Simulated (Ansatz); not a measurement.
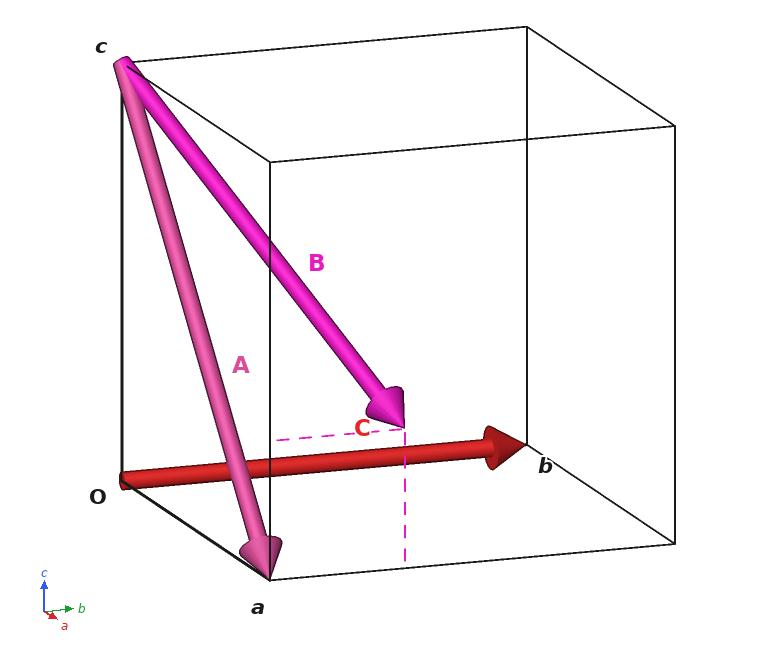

For CoSi₂, a calculation's input that goes back to an entry of the Crystallography Open Database (an earlier step may have relaxed or displaced it): each arrow starts at a corner of the unit cell and ends on its surface; where a tip isn't a corner, dashed lines run from it parallel to the axes. Geometry calculated from the standardised cell; symmetry tolerance 0.002 Å.

a = 5.365 Å, b = 5.365 Å, c = 5.365 Å, α = 90.00°, β = 90.00°, γ = 90.00°.

> Give [uvw] of each arrow.

Arrow A runs from (0, 0, 1) to (1, 0, 0), so [1 0 −1]; Arrow B runs from (0, 0, 1) to (1, 1/3, 1/3), so [3 1 −2]; Arrow C runs from (0, 0, 0) to (0, 1, 0), so [0 1 0].

> How long is the vector ua + vb + wc in each case, and what angles do the directions make?

A 7.587 Å; B 20.074 Å; C 5.365 Å. A–B: 19.1°. A–C: 90.0°. B–C: 74.5°.
